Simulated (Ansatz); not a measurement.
System (SMILES): [GaH] (GaH) (closed-shell singlet).
Atoms: Ga1, H2. Bonds: Ga1-H2.

Basis-set convergence of the highest harmonic wavenumber at HF with Ansatz (an electronic-structure program). Each level at its own minimum, finite differences of forces, unscaled; the reference is a large set that could be run, not a limit. Cartesian d functions, on some or all atoms, in 3-21G, 6-31G**; all else is spherical. The program fits the integrals of some runs and decomposes those of others, by size. No added dispersion term, no relativity. Reference: the value in def2-QZVPPD, 1666 cm⁻¹. Deviations are taken from unrounded values.

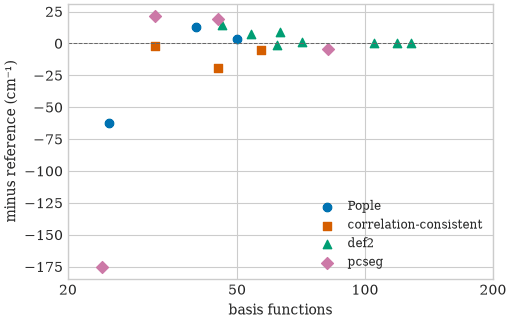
Figure. Deviation from the reference against the number of basis functions, by family of sets.

```tsv
basis	functions	highest harmonic wavenumber (cm⁻¹)	minus reference (cm⁻¹)
pcseg-0	24	1491	-175
3-21G	25	1603	-62
cc-pVDZ	32	1664	-2
pcseg-1	32	1687	21
6-31G**	40	1678	13
aug-cc-pVDZ	45	1647	-19
aug-pcseg-1	45	1685	19
def2-SVPD	46	1681	15
6-311G**	50	1669	3
def2-TZVP	54	1674	8
cc-pVTZ	57	1661	-5
def2-TZVPP	62	1665	-1
def2-TZVPD	63	1675	9
def2-TZVPPD	71	1667	1
aug-pcseg-2	82	1661	-5
def2-QZVP	105	1666	0
def2-QZVPP	119	1666	1
def2-QZVPPD	128	1666	0
```
